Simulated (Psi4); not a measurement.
**Excited-state calculation of CuPH4**

- system: CuPH4 (Cu(PH3)H), SMILES [H][Cu]<-[PH3]
- method: TDA (wB97X)/cc-pVTZ, RKS (Psi4 1.11)

The geometry comes from this level: GFN2-xTB.

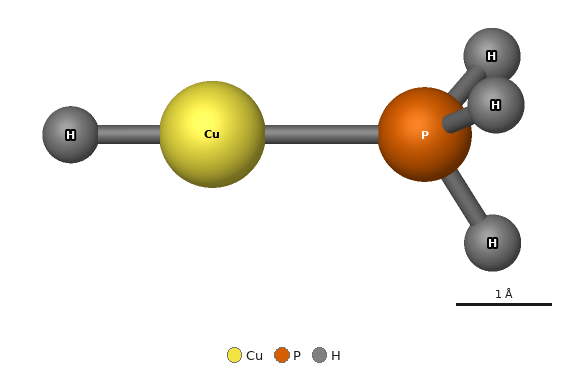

The structure (ball-and-stick view, seen on its broad side). Sticks mark near contacts.

**Key numbers**

| quantity | value |
| --- | --- |
| outcome | converged |
| total energy | −1984.361072 hartree |
| basis functions | 158 |
| HOMO | −8.56 eV |
| LUMO | 1.13 eV |
| dipole moment | 5.85 D |
| lowest excitation | 4.61 eV |
| hardware | 1 thread of AMD EPYC (Zen 3), 64 GiB of memory available, shared host |
| wall time | 88 s |
| peak memory | 1.6 GiB |

**Input file (run.py)**
```python
import psi4

psi4.set_memory('1600 MB')
psi4.set_num_threads(1)
psi4.set_output_file('psi4.out', False)

geom = psi4.geometry("""
0 1
Cu     0.002430     0.011570    -1.604250
P      0.002060     0.001380     0.629190
H      0.764920    -0.902690     1.347910
H     -1.158390    -0.223770     1.349940
H      0.391290     1.101950     1.370540
H     -0.002310     0.011560    -3.093330
symmetry c1
""")

psi4.set_options({
    'basis': 'cc-pVTZ',
    'reference': 'rks',
    'puream': True,
    'scf_type': 'df',
    'dft_radial_points': 99,
    'dft_spherical_points': 590,
    'save_jk': True,
})

from psi4.driver.procrouting.response.scf_response import tdscf_excitations
energy_value, wavefunction = psi4.energy("wb97x", molecule=geom, return_wfn=True)
states = tdscf_excitations(wavefunction, states=1, tda=True)
for k, s in enumerate(states, 1):
    print(f"root {k}: {s['EXCITATION ENERGY'] * 27.211386:.4f} eV  f = {s['OSCILLATOR STRENGTH (LEN)']:.4f}  {s['SYMMETRY']}")
print('E =', round(energy_value, 9))
for k, v in sorted(psi4.core.scalar_variables().items()):
    print(f'{k:45s} {v:18.10f}')
```

Launch command:
```bash
python run.py
```

**Log**
```
Psi4 1.11 release

   => Loading Basis Set <=

    Name: CC-PVTZ
    Role: ORBITAL
    Keyword: BASIS

         ---------------------------------------------------------
                                   SCF
                              RKS Reference
                        1 Threads,   1525 MiB Core
         ---------------------------------------------------------

  ==> Geometry <==

    Molecular point group: c1
    Full point group: C1

    Geometry (in Angstrom), charge = 0, multiplicity = 1:

       Center              X                  Y                   Z               Mass
    ------------   -----------------  -----------------  -----------------  -----------------
         CU           0.000263251904     0.003832311380    -0.782439457338    62.929597720000
         P           -0.000106748096    -0.006357688620     1.451000542662    30.973761998420
         H            0.762753251904    -0.910427688620     2.169720542662     1.007825032230
         H           -1.160556748096    -0.231507688620     2.171750542662     1.007825032230
         H            0.389123251904     1.094212311380     2.192350542662     1.007825032230
         H           -0.004476748096     0.003822311380    -2.271519457338     1.007825032230

  Running in c1 symmetry.

  Rotational constants: A =      4.02136  B =      0.13445  C =      0.13445 [cm^-1]
  Rotational constants: A = 120557.28051  B =   4030.81628  C =   4030.79134 [MHz]
  Nuclear repulsion =  148.284566554973424

  Charge       = 0
  Multiplicity = 1
  Electrons    = 48
  Nalpha       = 24
  Nbeta        = 24

  ==> Algorithm <==

  SCF Algorithm Type is DF.
  DIIS enabled.
  MOM disabled.
  Fractional occupation disabled.
  Guess Type is SAD.
  Energy threshold   = 1.00e-06
  Density threshold  = 1.00e-06
  Integral threshold = 1.00e-12

  ==> Primary Basis <==

  Basis Set: CC-PVTZ
    Blend: CC-PVTZ
    Number of shells: 56
    Number of basis functions: 158
    Number of Cartesian functions: 183
    Spherical Harmonics?: true
    Max angular momentum: 4

  ==> DFT Potential <==

   => LibXC <=

    Version 7.1.2

   => Composite Functional: WB97X <=

    wB97X Hyb-GGA Exchange-Correlation Functional

    Deriv               =              1
    GGA                 =           TRUE
    Meta                =          FALSE

    Exchange Hybrid     =           TRUE
    MP2 Hybrid          =          FALSE

   => Exchange-Correlation Functionals <=

    1.0000   wB97X range-separated functional

   => Exact (HF) Exchange <=

    0.8423            HF,LR [omega = 0.3000]
    0.1577               HF

   => LibXC Density Thresholds  <==

    XC_HYB_GGA_XC_WB97X:  1.00E-14

   => Molecular Quadrature <=

    Radial Scheme          =       TREUTLER
    Pruning Scheme         =           NONE
    Nuclear Scheme         =       TREUTLER

    Blocking Scheme        =         OCTREE
    BS radius alpha        =              1
    Pruning alpha          =              1
    Radial Points          =             99
    Spherical Points       =            590
    Total Points           =         335846
    Total Blocks           =           2502
    Max Points             =            256
    Max Functions          =            158
    Weights Tolerance      =       1.00E-15

   => Loading Basis Set <=

    Name: (CC-PVTZ AUX)
    Role: JKFIT
    Keyword: DF_BASIS_SCF

  ==> Integral Setup <==

  DFHelper Memory: AOs need 0.281 GiB; user supplied 0.281 GiB.
  SCF_SUBTYPE=INCORE selected. In-core MEM_DF algorithm will be used.
  Using in-core AOs.

  ==> MemDFJK: Density-Fitted J/K Matrices <==

    J tasked:                   Yes
    K tasked:                   Yes
    wK tasked:                  Yes
    Omega:                3.000E-01
    Memory [MiB]:               287
    Algorithm:                 Core
    Schwarz Cutoff:           1E-12
    Mask sparsity (%):       3.5091
    Fitting Condition:        1E-10

   => Auxiliary Basis Set <=

  Basis Set: (CC-PVTZ AUX)
    Blend: CC-PVTZ-JKFIT + DEF2-UNIVERSAL-JKFIT
    Number of shells: 135
    Number of basis functions: 505
    Number of Cartesian functions: 662
    Spherical Harmonics?: true
    Max angular momentum: 6

  Cached 50.0% of DFT collocation blocks in 0.599 [GiB].

  Minimum eigenvalue in the overlap matrix is 3.6777530824E-04.
  Reciprocal condition number of the overlap matrix is 5.9704730020E-05.
    Using symmetric orthogonalization.

  ==> Pre-Iterations <==

  SCF Guess: Superposition of Atomic Densities via on-the-fly atomic UHF (no occupation information).

   -------------------------
    Irrep   Nso     Nmo
   -------------------------
     A        158     158
   -------------------------
    Total     158     158
   -------------------------

  ==> Iterations <==

                           Total Energy        Delta E     RMS |[F,P]|

   @DF-RKS iter SAD: -1981.69435015499221   -1.98169e+03   0.00000e+00
   @DF-RKS iter   1: -1980.69762079424095    9.96729e-01   3.02059e-02 DIIS/ADIIS
   @DF-RKS iter   2: -1938.99122368002600    4.17064e+01   5.89481e-02 DIIS/ADIIS
   @DF-RKS iter   3: -1983.98192320018370   -4.49907e+01   5.15389e-03 DIIS/ADIIS
   @DF-RKS iter   4: -1983.33400072916470    6.47922e-01   1.43729e-02 DIIS/ADIIS
   @DF-RKS iter   5: -1984.31667837202417   -9.82678e-01   2.62075e-03 DIIS/ADIIS
   @DF-RKS iter   6: -1984.36028039621533   -4.36020e-02   1.63934e-04 DIIS/ADIIS
   @DF-RKS iter   7: -1984.36085690438040   -5.76508e-04   1.91235e-04 DIIS/ADIIS
   @DF-RKS iter   8: -1984.36099400053877   -1.37096e-04   1.17118e-04 DIIS/ADIIS
   @DF-RKS iter   9: -1984.36107024991657   -7.62494e-05   6.28878e-06 DIIS
   @DF-RKS iter  10: -1984.36107187874154   -1.62882e-06   2.11712e-06 DIIS
   @DF-RKS iter  11: -1984.36107209646025   -2.17719e-07   7.02310e-07 DIIS
  Energy and wave function converged.

  ==> Post-Iterations <==

   Electrons on quadrature grid:
      Ntotal   =   47.9999997339 ; deviation = -2.661e-07

    Orbital Energies [Eh]
    ---------------------

    Doubly Occupied:

       1A   -322.816788     2A    -77.128515     3A    -38.817164
       4A    -34.023038     5A    -34.019333     6A    -34.019322
       7A     -6.703048     8A     -4.862986     9A     -4.862983
      10A     -4.858644    11A     -4.389587    12A     -2.890114
      13A     -2.881828    14A     -2.881809    15A     -0.834311
      16A     -0.544813    17A     -0.544480    18A     -0.496626
      19A     -0.384357    20A     -0.381181    21A     -0.381163
      22A     -0.375613    23A     -0.375612    24A     -0.314688

    Virtual:

      25A      0.041558    26A      0.041688    27A      0.065751
      28A      0.113624    29A      0.114148    30A      0.136438
      31A      0.158021    32A      0.187787    33A      0.247307
      34A      0.247949    35A      0.272309    36A      0.272501
      37A      0.298140    38A      0.339175    39A      0.340100
      40A      0.406592    41A      0.433808    42A      0.434115
      43A      0.499772    44A      0.503283    45A      0.527722
      46A      0.528283    47A      0.581520    48A      0.637507
      49A      0.638924    50A      0.689712    51A      0.726804
      52A      0.728796    53A      0.734261    54A      0.809293
      55A      0.918736    56A      0.918974    57A      0.992756
      58A      0.993337    59A      1.004861    60A      1.041077
      61A      1.041968    62A      1.113838    63A      1.144659
      64A      1.145522    65A      1.157006    66A      1.222867
      67A      1.223144    68A      1.379809    69A      1.425695
      70A      1.464250    71A      1.467237    72A      1.555045
      73A      1.615739    74A      1.615898    75A      1.637742
      76A      1.714385    77A      1.715757    78A      1.787789
      79A      1.804141    80A      1.804408    81A      1.920096
      82A      2.175684    83A      2.175747    84A      2.241808
      85A      2.242088    86A      2.327511    87A      2.452193
      88A      2.453007    89A      2.580673    90A      2.785708
      91A      2.786908    92A      2.790370    93A      2.956816
      94A      3.247784    95A      3.247838    96A      3.256958
      97A      3.291747    98A      3.292704    99A      3.359768
     100A      3.359996   101A      3.415124   102A      3.418537
     103A      3.492203   104A      3.641455   105A      3.653375
     106A      3.653992   107A      3.711664   108A      3.732826
     109A      3.733914   110A      3.771266   111A      3.771737
     112A      3.779956   113A      3.805932   114A      3.807042
     115A      3.840913   116A      3.956867   117A      3.956943
     118A      3.997542   119A      4.055072   120A      4.055541
     121A      4.232639   122A      4.267747   123A      4.267783
     124A      4.288459   125A      4.288902   126A      4.290305
     127A      4.330701   128A      4.390218   129A      4.390471
     130A      4.410987   131A      4.506784   132A      4.507481
     133A      4.872724   134A      4.909482   135A      4.912169
     136A      5.458545   137A      6.157279   138A      7.959176
     139A      7.959199   140A      8.121995   141A      8.122627
     142A      8.655134   143A     13.708943   144A     13.708952
     145A     13.710615   146A     13.710638   147A     13.789702
     148A     13.789745   149A     13.928633   150A     13.943607
     151A     13.943614   152A     13.946112   153A     13.946114
     154A     13.948919   155A     13.948935   156A     13.954623
     157A     13.954633   158A     14.167706

    Final Occupation by Irrep:
              A
    DOCC [    24 ]
    NA   [    24 ]
    NB   [    24 ]

  @DF-RKS Final Energy: -1984.36107209646025

   => Energetics <=

    Nuclear Repulsion Energy =            148.2845665549734235
    One-Electron Energy =               -3057.1884223051488334
    Two-Electron Energy =                 995.8420655951778144
    DFT Exchange-Correlation Energy =     -71.2992819414627945
    Empirical Dispersion Energy =           0.0000000000000000
    VV10 Nonlocal Energy =                  0.0000000000000000
    Total Energy =                      -1984.3610720964604752

Computation Completed

Properties will be evaluated at   0.000000,   0.000000,   0.000000 [a0]

Properties computed using the SCF density matrix

 Multipole Moments:

 ------------------------------------------------------------------------------------
     Multipole            Electronic (a.u.)      Nuclear  (a.u.)        Total (a.u.)
 ------------------------------------------------------------------------------------

 L = 1.  Multiply by 2.5417464519 to convert [e a0] to [Debye]
 Dipole X            :          0.0166942           -0.0134622            0.0032320
 Dipole Y            :          0.0473262           -0.0531562           -0.0058300
 Dipole Z            :         -4.0024786            6.3051960            2.3027174
 Magnitude           :                                                    2.3027270

 ------------------------------------------------------------------------------------

	total time  =         41 seconds =       0.68 minutes

******************************************************************************************
**********                               WARNING                                **********
**********       The names of excited state variables changed between 1.5       **********
**********     and 1.6. For a quick solution, remove the symmetry specifier     **********
**********   from the variable name. For full details, see 'Notes on Psivars'   **********
**********                        in the documentation.                         **********
******************************************************************************************

         ---------------------------------------------------------
                         TDSCF excitation energies
         ---------------------------------------------------------

  ==> Options <==

     Residual threshold  : 1.0000e-04
     Initial guess       : denominators
     Reference           : RHF
     Solver type         : TDA (Davidson)

  ==> Requested Excitations <==

      1 singlet states with A symmetry

  ==> Seeking the lowest 1 singlet states with A symmetry

                         Generalized Davidson Solver

  ==> Options <==

    Max number of iterations        = 60
    Eigenvector tolerance           = 1.0000e-04
    Max number of expansion vectors = 200

  => Iterations <=
                           Max[D[value]]     Max[|R|]   # vectors
  DavidsonSolver iter   1:   1.83180e-01  7.68040e-02      4
  DavidsonSolver iter   2:   9.71197e-03  5.39793e-02      5
  DavidsonSolver iter   3:   2.61928e-03  2.82133e-02      6
  DavidsonSolver iter   4:   1.00414e-03  2.29903e-02      7
  DavidsonSolver iter   5:   2.79689e-04  1.51312e-02      8
  DavidsonSolver iter   6:   1.08563e-04  1.13580e-02      9
  DavidsonSolver iter   7:   9.07625e-05  1.07079e-02     10
  DavidsonSolver iter   8:   6.55136e-05  5.34046e-03     11
  DavidsonSolver iter   9:   1.90339e-05  2.66874e-03     12
  DavidsonSolver iter  10:   2.77472e-06  8.12152e-04     13
  DavidsonSolver iter  11:   2.43202e-07  2.03274e-04     14
  DavidsonSolver iter  12:   2.13068e-08  6.47329e-05     15      Converged

******************************************************************************************
**********                               WARNING                                **********
**********  Length-gauge rotatory strengths are **NOT** gauge-origin invariant  **********
******************************************************************************************

                                    Excitation Energy         Total Energy        Oscillator Strength             Rotatory Strength
     #   Sym: GS->ES (Trans)        au              eV              au          au (length)    au (velocity)    au (length)    au (velocity)
    ---- -------------------- --------------- --------------- --------------- --------------- --------------- --------------- ---------------
     1        A->A (1 A)       0.16928         4.60629        -1984.19179      0.0902          0.0036         -0.0001         -0.0000

Contributing excitations
Only contributions with abs(coeff) > 1.00e-01 will be printed:

Excited State    1 (1 A):   0.16928 au   269.16 nm f = 0.0902
  Sums of squares: Xssq =  1.000000e+00
     18a  ->  26a     0.104429 ( 1.091%)
     19a  ->  26a     0.247553 ( 6.128%)
     22a  ->  26a     0.228155 ( 5.205%)
     23a  ->  25a    -0.231575 ( 5.363%)
     24a  ->  26a    -0.889062 (79.043%)

******************************************************************************************
**********                               WARNING                                **********
**********       The names of excited state variables changed between 1.5       **********
**********     and 1.6. For a quick solution, remove the symmetry specifier     **********
**********   from the variable name. For full details, see 'Notes on Psivars'   **********
**********                        in the documentation.                         **********
******************************************************************************************
```

**Standard output**
```
root 1: 4.6063 eV  f = 0.0902  A
E = -1984.361072096
CURRENT ENERGY                                  -1984.3610720965
CURRENT REFERENCE ENERGY                        -1984.3610720965
DD SOLVATION ENERGY                                 0.0000000000
DFT FUNCTIONAL TOTAL ENERGY                     -1984.3610720965
DFT TOTAL ENERGY                                -1984.3610720965
DFT VV10 ENERGY                                     0.0000000000
DFT XC ENERGY                                     -71.2992819415
GRID ELECTRONS ALPHA                               23.9999998669
GRID ELECTRONS BETA                                23.9999998669
GRID ELECTRONS TOTAL                               47.9999997339
NUCLEAR REPULSION ENERGY                          148.2845665550
ONE-ELECTRON ENERGY                             -3057.1884223051
PCM POLARIZATION ENERGY                             0.0000000000
PE ENERGY                                           0.0000000000
SCF ITERATION ENERGY                            -1984.3610720965
SCF ITERATIONS                                     11.0000000000
SCF TOTAL ENERGY                                -1984.3610720965
TWO-ELECTRON ENERGY                               995.8420655952
XC GRID RADIAL POINTS                              99.0000000000
XC GRID SPHERICAL POINTS                          590.0000000000
XC GRID TOTAL POINTS                           335846.0000000000
```

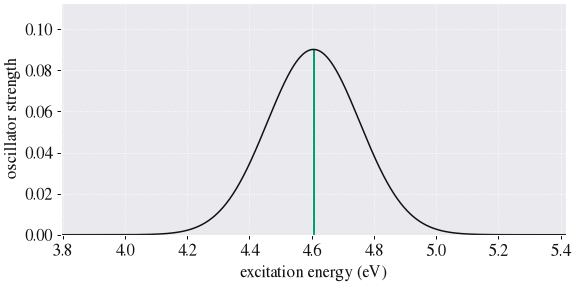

Computed excitations as sticks (degenerate states added up, dark ones marked on the axis), with a Gaussian envelope of 0.35 eV full width at half maximum, scaled to the tallest. Of the 1 states the lowest lies at 4.61 eV (f = 0.090); the strongest line is at 4.61 eV, or 269 nm (f = 0.090).

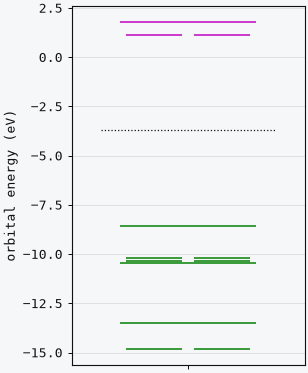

Orbital energies near the frontier; the dotted line parts filled from empty levels, and levels within 0.02 eV of each other stand side by side. Highest filled −8.56 eV, lowest empty 1.13 eV, 9.69 eV apart.
